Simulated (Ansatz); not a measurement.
# C2H7Al (SMILES [CH3][AlH][CH3]): BHLYP/def2-SVPD

Aim: the electronic atomisation energy of C2H7Al at BHLYP/def2-SVPD, from 4 runs. 

The calculation is run with Ansatz 0.2.0.

36 further runs of the same task are left out: 36 set aside as unsound or not needed.

### 1 The molecule

C2H7Al has 10 atoms, charge 0, and is taken as a singlet. SMILES: `[CH3][AlH][CH3]`. The coordinates come from a PBE0-D4/def2-TZVP relaxation.

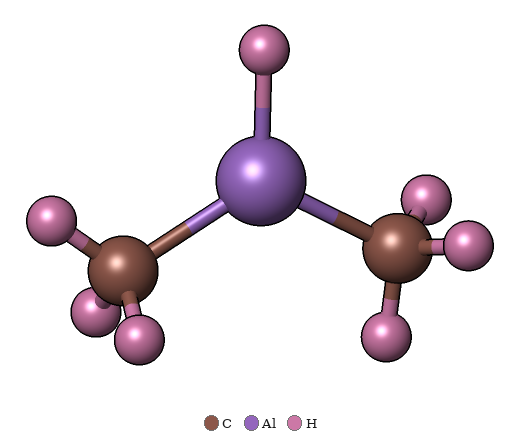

Viewed from a chosen angle; carbon brown, aluminium purple, hydrogen pink.

### 2 A single-point energy at BHLYP/def2-SVPD

File molecule.yaml:

```yaml
crystal:
  periodic: [false, false, false]
  atoms:
    - symbol: C
      position_ang: [-1.219100, 0.923600, -0.783300]
    - symbol: Al
      position_ang: [0.496800, 0.021800, -0.536400]
    - symbol: C
      position_ang: [0.903900, -0.949000, 1.109700]
    - symbol: H
      position_ang: [-2.054000, 0.233200, -0.621200]
    - symbol: H
      position_ang: [-1.337000, 1.368500, -1.773800]
    - symbol: H
      position_ang: [-1.340300, 1.723700, -0.043600]
    - symbol: H
      position_ang: [1.605700, 0.078800, -1.681200]
    - symbol: H
      position_ang: [0.069000, -0.980000, 1.814000]
    - symbol: H
      position_ang: [1.201900, -1.980900, 0.894300]
    - symbol: H
      position_ang: [1.756300, -0.490900, 1.624500]
basis:
  gaussian:
    orbitals: def2-SVPD
hamiltonian:
  xc: {name: BHLYP}
accuracy: high
output: {orbitals: {seedname: orbitals}}
```

Command:

```bash
$ ansatz run molecule.yaml --threads 1 --pin off --max-ram 3480MiB --events-out events.jsonl --progress --plain --runs-dir runs
```

What it wrote:

```text
Warning: RAYON_NUM_THREADS=1 ignored (pool sized by the plan → 1); use --threads N
Functional definition: BHLYP
  name "BHLYP"
  parameter a = 0.5
  exchange = (1 - a)*b88_x + a*exact_x
  correlation = lyp_c
2444 factors; integrals over basis functions are off by at most 3.6e-9 eV
mean field evaluation 1: about -8774.1562 eV, gradient 5.0e1 eV
mean field evaluation 2: about -8775.5699 eV, gradient 4.2e1 eV
mean field evaluation 4: about -8780.2368 eV, gradient 3.5e-1 eV
mean field evaluation 8: about -8780.2386 eV, gradient 7.7e-3 eV
mean field evaluation 16: about -8780.2386 eV, gradient 5.9e-7 eV
mean field -8780.23857161 eV, -322.6678160473 hartree, gradient 3.3e-8 eV, S^2 0.000000; 0 other end points of the search recorded, 0 dependent functions left out
reference -8780.23860446 eV, -322.6678172545 hartree; 16, 16 occupied and 104, 104 virtual orbitals, 2444 factors
Total energy: -8780.23860446 eV, -322.6678172545 hartree
```

It took 9.6 s on 1 thread of Arm Neoverse V2, shared host; peak memory 0.42 GiB.

### 3 The Al atom

File in.yaml:

```yaml
crystal:
  periodic: [false, false, false]
  atoms:
    - {symbol: Al, position_ang: [0.000000, 0.000000, 0.000000]}
basis:
  gaussian:
    orbitals: def2-SVPD
magnetization:
  spin_polarized: true
  initial_magnetization: 1
hamiltonian:
  xc: {name: BHLYP}
accuracy: high
```

Run the same way, it converges to -242.28537 Eh (log not shown).

### 4 The C atom

File run.yaml:

```yaml
crystal:
  periodic: [false, false, false]
  atoms:
    - {symbol: C, position_ang: [0.000000, 0.000000, 0.000000]}
basis:
  gaussian:
    orbitals: def2-SVPD
magnetization:
  spin_polarized: true
  initial_magnetization: 2
hamiltonian:
  xc: {name: BHLYP}
accuracy: high
```

Run the same way, it converges to -37.80276 Eh (log not shown).

### 5 The H atom

File molecule.yaml:

```yaml
crystal:
  periodic: [false, false, false]
  atoms:
    - symbol: H
      position_ang: [0.000000, 0.000000, 0.000000]
basis:
  gaussian: {orbitals: def2-SVPD}
magnetization: {spin_polarized: true, initial_magnetization: 1}
hamiltonian: {xc: {name: BHLYP}}
accuracy: high
```

Run the same way, it converges to -0.49784 Eh (log not shown).

### 6 Outcome

At BHLYP/def2-SVPD:

| quantity | value |
| --- | --- |
| molecule: total energy | -322.66782 Eh |
| molecule: HOMO energy | -8.98 eV |
| molecule: LUMO energy | -0.07 eV |
| molecule: HOMO–LUMO gap | 8.92 eV |
| Al atom: total energy | -242.28537 Eh |
| Al atom: ⟨S²⟩ | 0.756 |
| C atom: total energy | -37.80276 Eh |
| C atom: ⟨S²⟩ | 2.005 |
| H atom: total energy | -0.49784 Eh |
| H atom: ⟨S²⟩ | 0.750 |
| electronic atomisation energy | 35.158 eV |

In words: Taking the molecule apart into free atoms costs 35.16 eV (3392 kJ/mol), before zero-point energy and without spin-orbit coupling.
